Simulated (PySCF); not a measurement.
Input

```
{"job": {"kind": "nmr", "xc": "PBE0", "basis": "pcSseg-1"}, "charge": 0, "multiplicity": 1}
Si    -2.610877     2.069417    -0.270002
C     -2.571780     0.191269    -0.196611
C     -1.471363    -0.483680    -0.534197
Si    -1.280745    -2.363932    -0.467628
O     -0.410108     0.259331    -0.978581
Si     1.186150     0.123185    -0.936278
S      1.844852    -0.005302     1.102986
Si     3.963804     0.238895     0.917789
H     -2.392542     2.524175    -1.646586
H     -3.938515     2.502008     0.180382
H     -1.583735     2.629495     0.609889
H     -3.427297    -0.375051     0.136168
H     -0.227354    -2.723708     0.481565
H     -2.573140    -2.908764    -0.056090
H     -0.922874    -2.841165    -1.808381
H      1.579673     1.384968    -1.533479
H      1.683166    -1.069189    -1.616874
H      4.227758     1.493720     0.224101
H      4.501454    -0.879061     0.150629
H      4.418322     0.244067     2.296150
```

Launched as:

```sh
OMP_NUM_THREADS=1 python probes_run.py task.json out
```

Geometry: GFN2-xTB.

Computed with PySCF, PBE0/pcSseg-1, SCF density, gas phase, non-relativistic.

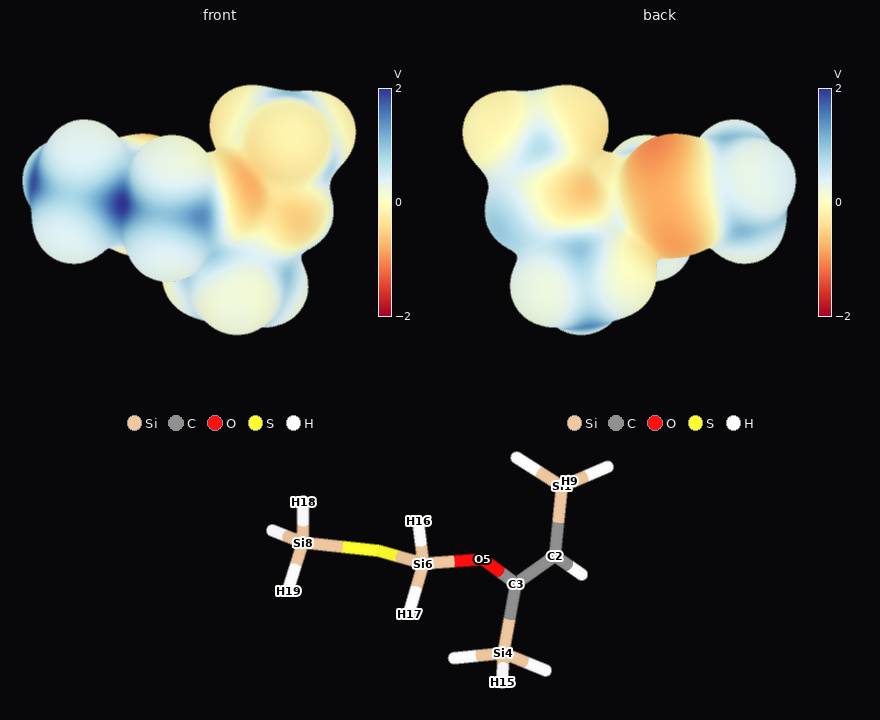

C2H12OSSi4 (SMILES [SiH3]/C=C(/[SiH3])O[SiH2]S[SiH3]). The electrostatic potential painted on the density surface at 0.002 e/bohr³, seen from the front and from behind; the colour scale runs from red (negative) to blue (positive). The bare structure is drawn below in the same view.

### Which sites attract a positive test charge, and which a negative one?

A positive charge is drawn to the negative regions and a negative charge to the positive ones. The most negative region (about −1.0 V, or −23 kcal/mol for a unit charge) lies over S7, the most positive (about +1.8 V, or +42 kcal/mol for a unit charge) over Si6 and Si8.

### How polar is the molecule by this calculation?

Its dipole moment is 1.87 D.
